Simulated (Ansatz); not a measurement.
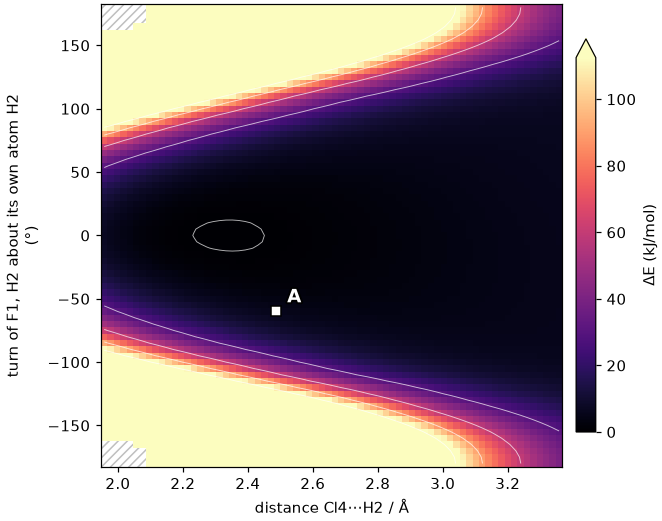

The pair FH···Cl₂. The turn is about an axis along (0.97, 0.25, 0.05) in the frame of the relaxed pair, normal to the line between the partners. First axis: distance Cl4···H2. Second axis: turn of F1, H2 about its own atom H2. Grid: 15 × 15 points. At 3 points there is no value (left out of the scan, as a rule where atoms come close). Points are written as (first, second). Energies: kJ/mol, counted from the lowest grid point. These are results of Ansatz, RKS PBE0-D4/def2-TZVPD, not measurements.

In the figure: a smooth colour map with a few white contour lines, one colour for all values above the top of the scale, hatched blanks where no value was computed, the point A. Between grid points the surface is interpolated.

Q: Is A at rest? If not, where is it pushed?

A: A, at (2.488 Å, −60°), is not a stationary point. The computed force is 13 kJ/mol for each Å towards larger values of distance Cl4···H2 and 0.25 kJ/mol for each degree towards larger values of the second coordinate.
